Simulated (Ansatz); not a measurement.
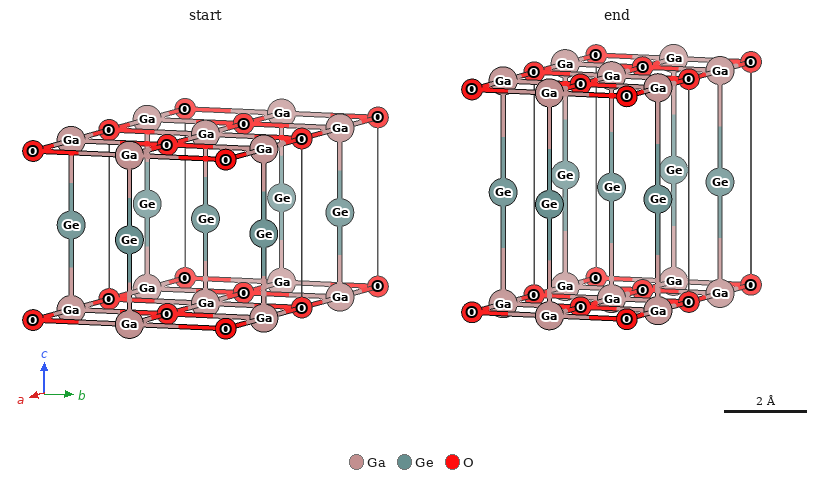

The structure of crystalline GaGeO (a generated structure, set up in Cmmm) (coarse preliminary run) before (left) and after (right) a relaxation, at one scale.

The picture is a ball-and-stick view of the conventional cell (2 times the calculation's cell), repeated 2 × 1 × 1 with one cell outlined, seen slightly off an axis. Lengths and directions refer to the drawn axes.

Method: DFT PBE, scalar-relativistic, plane waves, PAW (Ansatz 0.2.0).

The input:
```yaml
crystal:
  lattice:
    - [2.49497517, -2.53463495, 0.0]
    - [2.49497517, 2.53463495, 0.0]
    - [0.0, 0.0, 4.15331281]
  atoms:
    - { symbol: Ga, position: [0.5, 0.5, 0.0] }
    - { symbol: Ge, position: [0.5, 0.5, 0.5] }
    - { symbol: O, position: [0.0, 0.0, 0.0] }
basis:
  ecutwfc: 420
kpoints:
  mp_grid: { grid: [6, 6, 4] }
hamiltonian:
  xc: pbe
scf:
  occupations: { method: gaussian, width: 0.1 }
  lower_state_search: "off"
output:
  forces: true
  stress: true
  eigenvalues: true
relax:
  adjacent_minimum: "off"
  f_tol: 0.04
  max_steps: 70
  cell: { stress_tol: 0.4 }
```

Command:
```bash
ansatz run input.yaml --threads 1 --pin off --max-ram 2560MiB --backend cpu --events-out ev --progress --plain --runs-dir out
```

### What changed between the two?

No atom moves by more than 0.005 Å relative to the cell. Cell: a 4.990 → 4.072 Å (−18.4 %), b 5.069 → 4.072 Å (−19.7 %), c 4.153 → 5.475 Å (+31.8 %). Volume −13.6 %. Near-neighbour distances that change, for instance: Ga1–Ge2 2.077 → 2.737 Å, Ga1–O3 2.535 → 2.036 Å, Ga1–O3 (another image) 2.495 → 2.036 Å. The space group (tolerance 0.01 Å) goes from Cmmm (No. 65) to P4/mmm (No. 123). Over 12 accepted moves (15 points after the start) the energy falls by 1146 meV per atom. All forces vanish by symmetry, so only the cell relaxes. Pressure: 8.90 GPa at the start and 0.04 GPa at the end. At 3 points the geometry stayed and the basis and grid were re-selected for the new cell (energy shift of 43.8 meV per atom at most each time).

Limits of the set-up: the k-point mesh is coarse for a cell with partly filled bands.
